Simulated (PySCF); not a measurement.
C3H10FSi3 (SMILES FC1[SiH2]C[SiH]C[SiH2]1) (doublet)

```yaml
atoms:
  - { symbol: F, position_ang: [-0.4884, -2.7913, -0.4752] }
  - { symbol: C, position_ang: [-0.1043, -1.5718, 0.1066] }
  - { symbol: Si, position_ang: [1.2640, -0.8005, -0.9906] }
  - { symbol: C, position_ang: [1.7229, 0.8671, -0.1974] }
  - { symbol: Si, position_ang: [0.2338, 2.0234, 0.0742] }
  - { symbol: C, position_ang: [-1.1159, 1.1474, 1.0938] }
  - { symbol: Si, position_ang: [-1.6822, -0.5134, 0.3572] }
  - { symbol: H, position_ang: [0.3135, -1.8548, 1.0795] }
  - { symbol: H, position_ang: [0.7179, -0.6004, -2.3367] }
  - { symbol: H, position_ang: [2.4110, -1.7146, -1.0442] }
  - { symbol: H, position_ang: [2.2225, 0.6811, 0.7538] }
  - { symbol: H, position_ang: [2.4560, 1.3668, -0.8280] }
  - { symbol: H, position_ang: [-0.3016, 2.5223, -1.2006] }
  - { symbol: H, position_ang: [-0.7602, 0.9819, 2.1110] }
  - { symbol: H, position_ang: [-1.9802, 1.8033, 1.1815] }
  - { symbol: H, position_ang: [-2.3172, -0.3059, -0.9483] }
  - { symbol: H, position_ang: [-2.5987, -1.2285, 1.2533] }
```

Geometry: GFN2-xTB.

These are results of PySCF 2.14.0, density-fitted response routines, UKS B3LYP, pcH-1 on C F H Si, non-relativistic, mean-field spin-orbit, GIAO, not measurements.

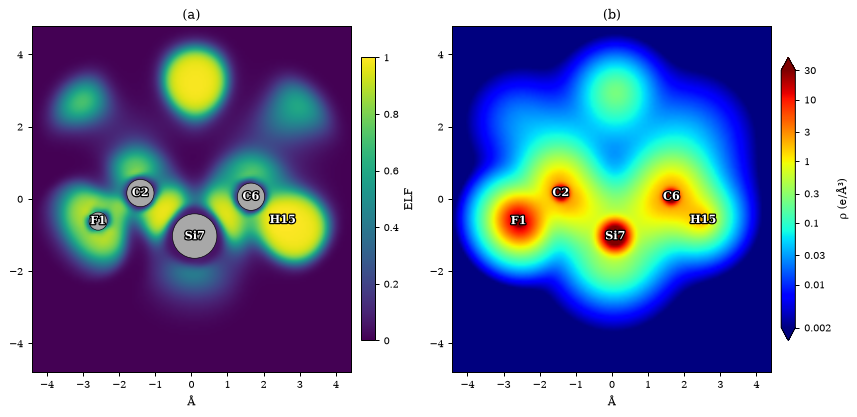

Figure 1. (a) electron localisation function; (b) total electron density on the plane of atoms F1, C2 and Si7. Grey discs cover the atomic cores in the ELF map.

Describe what can be read from this map.

Answer. The section cuts through F, C, Si and H sites.
C–F (1.40 Å): the density is about 1.9 e/Å³ at the midpoint, with its minimum of 1.5 e/Å³ about 0.5 Å from C; the ELF peaks at about 0.80 between the atoms (a shared but strongly polarised pair).
C–Si (1.92 Å): ρ at the midpoint is about 0.92 e/Å³; the ELF peaks at about 0.95 between the atoms (a shared electron pair).
C–H (1.09 Å): the density is about 1.9 e/Å³ at the midpoint; the ELF climbs to about 1 towards the hydrogen, as it does in any bond to H: a covalent bond by its length.
The ELF also peaks beside F1, away from the bonds: non-bonding electrons, paired or unpaired.

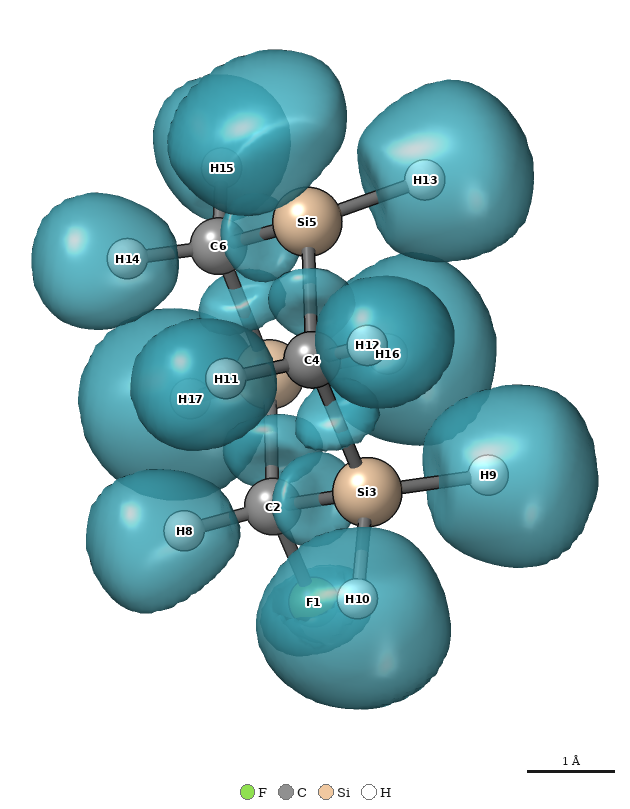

Figure 2. Isosurface of the ELF at 0.85 (cyan), seen at an oblique angle. Only the valence region is drawn (cores and ρ < 0.01 e/Å³ removed).

Describe the localisation domains.

Answer. The ELF exceeds this value in six regions between bonded C–Si atoms (shared pairs), ten regions around hydrogen nuclei, one lobe on Si, pointing away from the bonds (non-bonding electrons) and one region wrapped around F (its lone pairs, merged into a ring or cap).


 C–Si (1.90 Å): the ELF peaks at about 0.95 between the atoms: a shared electron pair.

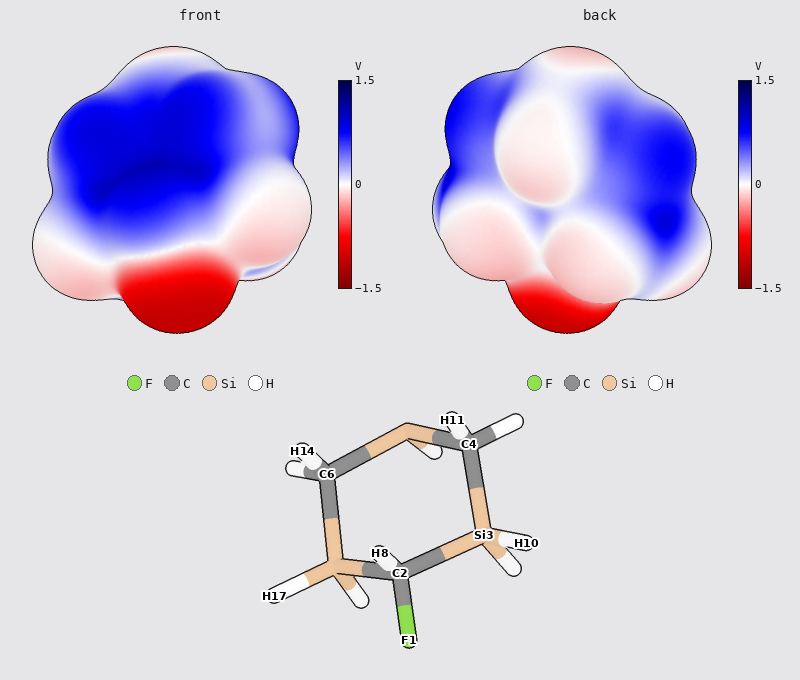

Figure 3. The molecular electrostatic potential painted on the density surface at 0.001 e/bohr³, seen from the front and from behind; red is negative and blue positive. The bare structure is drawn below in the same view.

Which sites attract a positive test charge, and which a negative one?

Answer. A positive charge is drawn to the negative regions and a negative charge to the positive ones. The most negative region (about −1.1 V) lies over F1, the most positive (about +1.0 V) over the C, H and Si atoms.
